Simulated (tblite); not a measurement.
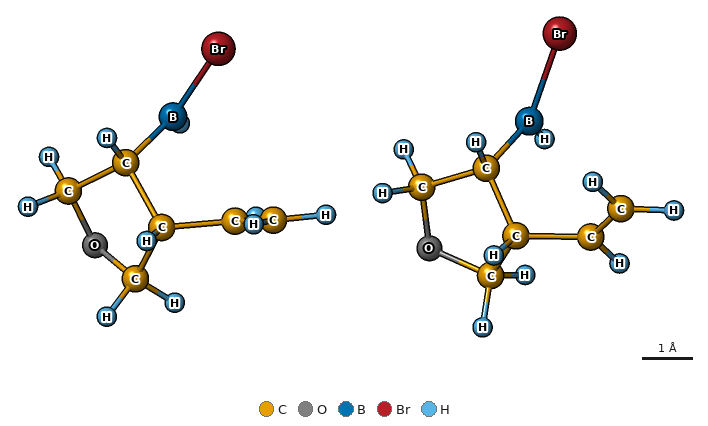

Two geometries of C$_{6}$H$_{10}$BBrO, drawn at one scale. One is the start of a relaxation, the other its converged end. Style: ball-and-stick. Shown at a tilt.

Level of theory: GFN2-xTB geometry optimisation, gas phase (tblite 0.8.0). 

Q: Which of the two is the end point?

A: The left one is the relaxed one. After 119 geometry steps the energy has fallen by 33.1 kJ/mol. The largest move after the best rigid fit is that of an H atom, 1.03 Å. By element the largest moves are H 1.03 Å, O 0.47 Å, Br 0.46 Å, C 0.33 Å, B 0.11 Å. Some distances before and after: B–Br 1.993 → 1.859 Å, C–C 1.524 → 1.565 Å, C–C 1.515 → 1.549 Å, C–C 1.523 → 1.497 Å. Among the angles between lasting bonds that change: C–C–H 119.6° → 115.1°, O–C–C 109.4° → 105.2°, C–C–B 115.1° → 111.0°. Groups turn about C–C by about 45°, C–O by about 40°, C–C by about 35°. The run took 1.7 s on 1 thread of Arm Neoverse N1, on a shared host.
